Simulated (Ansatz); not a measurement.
Fields on a plane of LaTl (CsCl type)

```yaml
crystal:
  lattice:
    - [3.97704, 0.00000, 0.00000]
    - [0.00000, 3.97704, 0.00000]
    - [0.00000, 0.00000, 3.97704]
  atoms:
    - { symbol: La, position: [0.00000, 0.00000, 0.00000] }
    - { symbol: Tl, position: [0.50000, 0.50000, 0.50000] }
```

The slice is a {110} plane (indices of the conventional cell) through the point (0.000, 0.000, 0.000) (fractional), spanned by u = [100] and v = [011] in vectors of this cell: u (3.98 Å) and v (5.62 Å, at 90° to u). It covers one period; positions are fractions (u, v).

Atoms on it: La at (0.00, 0.00); Tl at (0.50, 0.50).

These are r2SCAN (plane waves to 500 eV, PAW, scalar-relativistic; Ansatz, an electronic-structure program) values and carry that method's errors. k mesh 12×12×12. Near the nuclei the fields are pseudised (PAW); where an atom keeps semicore shells as valence, they peak there. LaTl is run without spin polarisation. LaTl was relaxed with its symmetry unable to fall. Spin-orbit coupling is left out, though Tl is heavy.

```
|6666666666554433110000000000001133445566666666|
|6666666666554433110000000000001133445566666666|
|6666666655443322110000000000001122334455666666|
|6666665555443311110000000000001111334455556666|
|5555554444332211000000000000000011223344445555|
|4444443333221111000000000000000011112233334444|
|3333222222111111111111111111111111111122222233|
|1111111111111111111122222222111111111111111111|
|1111111111111122222233333333222222111111111111|
|0000000011112222333344444444333322221111000000|
|0000001111222233444455555555444433222211110000|
|0000001111223344556666777766665544332211110000|
|0000111122334455667777888877776655443322111100|
|0000111122334455778888999988887755443322111100|
|0000111122335566778899999999887766553322111100|
|0011111122335566778899999999887766553322111111|
|0000111122335566778899999999887766553322111100|
|0000111122334455778888999988887755443322111100|
|0000111122334455667777888877776655443322111100|
|0000001111223344556666777766665544332211110000|
|0000001111222233444455555555444433222211110000|
|0000000011112222333344444444333322221111000000|
|1111111111111122222233333333222222111111111111|
|1111111111111111111122222222111111111111111111|
|3333222222111111111111111111111111111122222233|
|4444443333221111000000000000000011112233334444|
|5555554444332211000000000000000011223344445555|
|6666665555443311110000000000001111334455556666|
|6666666655443322110000000000001122334455666666|
|6666666666554433110000000000001133445566666666|
|6666666666554433110000000000001133445566666666|
|6666666666554433220000000000002233445566666666|
```
Scale: ten equal steps from -1.19 (start of '0') to 0.95 (end of '9'), in the order '0123456789'. Values: log₁₀ of the valence density in e/Å³. The map has 23 points along u (two characters each, u = 0 at the left) and 32 along v (v = 0 in the bottom row). The scale is logarithmic, as a density can span decades between atoms and voids.

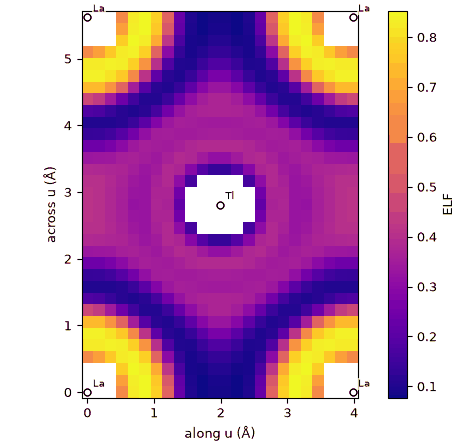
Figure. Electron localisation function (ELF), one period of the plane, atoms marked. Points within 0.5 Å of a nucleus are left white, as the pseudised field means little there.

Density on the La–Tl line (3.44 Å) at its density minimum, 1.6 Å from La: 0.12 e/Å³
ELF at that point: 0.1
